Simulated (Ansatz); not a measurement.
Au (fcc, Cu type)

```cif
data_Au4
_chemical_formula_sum 'Au4'
_space_group_name_H-M_alt 'Fm-3m'
_space_group_IT_number 225
_space_group_name_Hall '-F 4 2 3'
_cell_length_a 4.12408
_cell_length_b 4.12408
_cell_length_c 4.12408
_cell_angle_alpha 90.000
_cell_angle_beta 90.000
_cell_angle_gamma 90.000
loop_
_atom_site_label
_atom_site_type_symbol
_atom_site_symmetry_multiplicity
_atom_site_Wyckoff_symbol
_atom_site_fract_x
_atom_site_fract_y
_atom_site_fract_z
_atom_site_occupancy
Au1 Au 4 a 0.00000 0.00000 0.00000 1
```
(The calculation used a cell of 1 atom; values per cell refer to that cell.)

E(V) scan at fixed shape, V₀ the volume above. Symmetry pins the atoms to their sites.

These are r2SCAN (plane waves to 500 eV, PAW, scalar-relativistic; Ansatz, an electronic-structure program) values and carry that method's errors. k mesh 20×20×20 (Γ-centred), Fermi-Dirac smearing 0.05 eV. Energies are smeared free energies. Au was relaxed with its symmetry unable to fall. Spin-orbit coupling is left out, though Au is heavy. ΔE is measured from the relaxed starting cell.

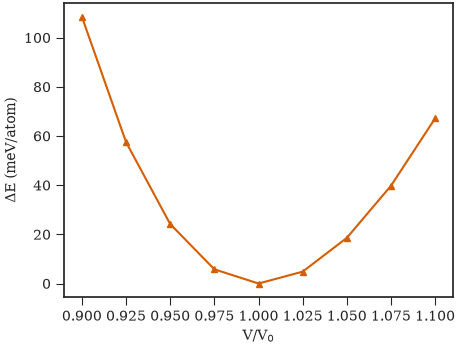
ΔE (meV/atom) against V/V₀; one marker a computed point.

**Question.** What is ΔE at V/V₀ = 0.900?

**Answer.** About 110 meV/atom.

**Question.** What is ΔE at V/V₀ = 1.100?

**Answer.** About 67 meV/atom.

**Question.** What bulk modulus B₀ follows from a third-order Birch-Murnaghan fit?

**Answer.** About 150 GPa.

(Under strain, the slope of the energy per volume gives the stress and its curvature an elastic modulus.)
